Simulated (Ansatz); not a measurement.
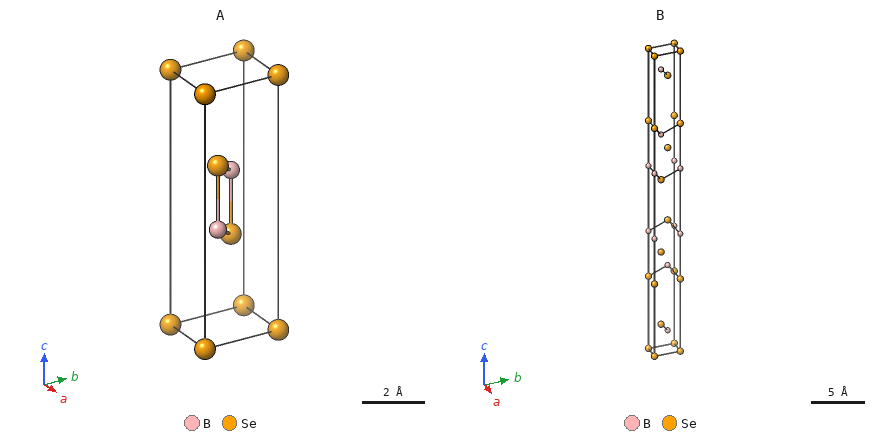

Two structures of B$_{2}$Se$_{3}$, each relaxed to rest (conventional cells in solid outline, small ones repeated, not to one scale). Method: DFT PBE, scalar-relativistic, plane waves, PAW (Ansatz), without spin polarisation.

What are the two structures?

A: 5 atoms a cell on a primitive hexagonal lattice, P-3m1. B: 15 atoms a cell on a rhombohedral (trigonal R) lattice, R-3m.

Which polymorph is favoured?

B is lower, by 329 meV/atom at this level of theory (energies at zero smearing). Volumes: A 18.6, B 18.1 Å³/atom.

One or both may be structure types tried for this composition rather than known phases.
